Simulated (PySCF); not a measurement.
C₈H₁₂OS, SMILES CC(C)(C)c1ccc(O)s1 at its GFN2-xTB optimised geometry (Å):

```
22

C     -0.4419    -2.8824     0.0247
C     -1.1830    -1.5436    -0.0025
C     -2.0435    -1.4647    -1.2705
C     -2.0845    -1.4371     1.2343
C     -0.2041    -0.4041     0.0000
C      1.1512    -0.4041     0.0000
C      1.7384     0.8859     0.0000
C      0.8118     1.8759    -0.0007
O      1.0528     3.2051    -0.0009
S     -0.8063     1.2364    -0.0015
H      0.1739    -2.9634     0.9171
H      0.1925    -2.9896    -0.8518
H     -1.1611    -3.6981     0.0290
H     -2.5957    -0.5277    -1.2974
H     -2.7549    -2.2869    -1.2947
H     -1.4165    -1.5212    -2.1579
H     -1.4870    -1.4728     2.1428
H     -2.6379    -0.5005     1.2220
H     -2.7961    -2.2593     1.2538
H      1.7455    -1.2992     0.0006
H      2.7961     1.0701     0.0006
H      0.2251     3.6981     0.0021
```

Computed with CAM-B3LYP/def2-SVP in PySCF 2.14.0. Cells within 0.4 Å of a nucleus heavier than hydrogen are left out (blank, or x).

Map of the Laplacian of the electron density (e/bohr⁵), clipped to [-1.50, 1.50] on the plane z = 0.0 Å:

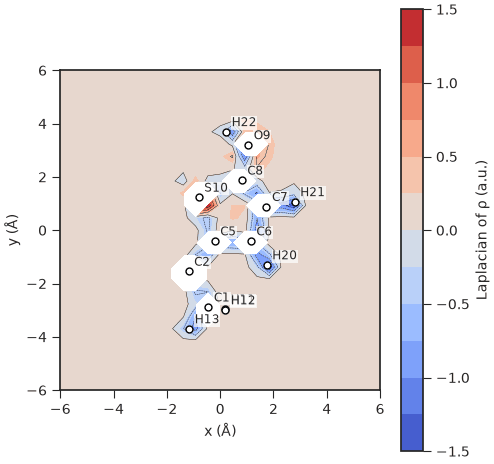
Figure. Laplacian of the electron density (e/bohr⁵), clipped to [-1.50, 1.50] on the plane z = 0.0 Å.
